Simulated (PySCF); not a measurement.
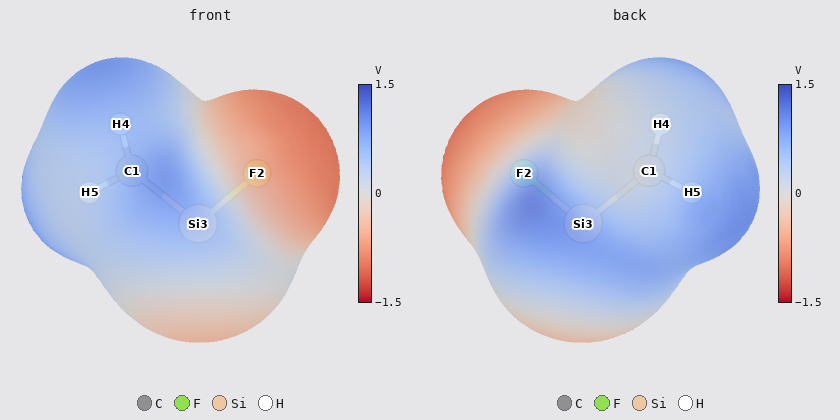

Figure. CH₂FSi (SMILES C=[Si]F) (doublet). The molecular electrostatic potential painted on the density surface at 0.001 e/bohr³, seen from the front and from behind; the colour scale runs from red (negative) to blue (positive).

Geometry: PBE-D3(BJ)/def2-SVP; ⟨S²⟩ = 0.82, above the pure value of 0.75.

Theory: Gaussian-basis quantum chemistry of an isolated molecule with PySCF, energy and nuclear gradient, functional PBE0 (PySCF 2.14.0).

```xyz
5

C    -1.6088   -1.4838   -0.3700
F    -0.5697    0.8973    0.6255
Si   -1.2177    0.2574   -0.7562
H    -0.9215   -2.0753    0.2696
H    -2.1780   -2.1012   -1.0909
```

### Which sites attract a positive test charge, and which a negative one?

A positive charge is drawn to the negative regions and a negative charge to the positive ones. The most negative region (about −0.9 V) lies over F2, the most positive (about +1.0 V) over Si3.
